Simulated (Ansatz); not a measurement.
We consider fcc Pb, described by r²SCAN+SOC in Ansatz (PAW).

Numerical settings: plane-wave cutoff 560 eV, 20×20×20 k mesh, Fermi–Dirac smearing 0.05 eV, PAW data made under PBE.

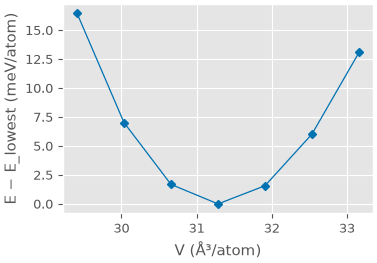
Total energy against volume

Question: From the curve, estimate the equilibrium volume and the bulk modulus.

Answer: V0 ≈ 31.3 Å³/atom and B0 ≈ 42 GPa; the fit gives V0 = 31.284 Å³/atom, B0 = 41.6 GPa, B′ = 4.8.

Measured, for comparison: bulk modulus 47 GPa (corrected for temperature and zero-point phonon effects; as tabulated in Levämäki et al. (2014), arXiv:1402.3671); equilibrium volume per atom 29.45 Å³/atom (low-temperature or extrapolated to 0 K; zero-point anharmonic expansion removed; as tabulated in Csonka et al. (2009), arXiv:0903.4037). Computed (rounded) less measured: bulk modulus -11 %, equilibrium volume per atom +6.2 %.

The computed numbers hold no vibrational or temperature effects.

Cost on a shared machine: about 13 core-minutes (a rough figure).

Ansatz is a program for electronic structure.
